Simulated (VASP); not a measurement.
Band structure of ScB (relaxed from the rock salt structure, space group Fm-3m). All values below come from PBEsol GGA, VASP's PBE PAW potentials (set 64) (plane waves; VASP).

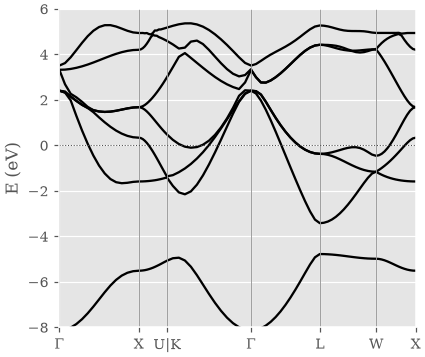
Fig. 1. Bands along high-symmetry lines, zero at the valence-band maximum or, without a gap, the Fermi level

Question: Read the plot: is there a gap, and where are the band edges?

Answer: It has no gap at this level: it comes out as a metal or semimetal. (Edges off the drawn lines would not show.)

The structure was generated: ScB was put into the rock salt type (Fm-3m), which need not be its known phase. It was relaxed first, which changed the volume by -29 %.
